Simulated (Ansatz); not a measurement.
Base system: KZnF₃ in the cubic perovskite structure (space group Pm-3m, No. 221; a = 4.052 Å). Axes: x, y, z lie along the cube axes.

The change: uniaxial strain ε_zz = +3.00 %, all other strain components held at zero, atoms relaxed at fixed cell.

Level of theory: Ansatz (a program for electronic structure) PBEsol, scalar-relativistic without spin-orbit coupling.

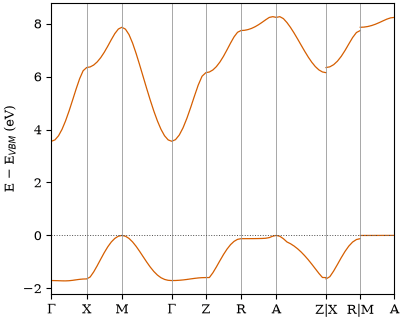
Figure. Highest valence and lowest conduction band along the path of the changed cell's own zone

Task: Read the changed gap and its character from the plot.

Result: About 3.6 eV, indirect, A → Γ.

Stability against distortions was not tested. Many cubic perovskites are stable only at high temperature; tilts and polar distortions were not tested. Labels are those of the standard path for the cell's own space group.
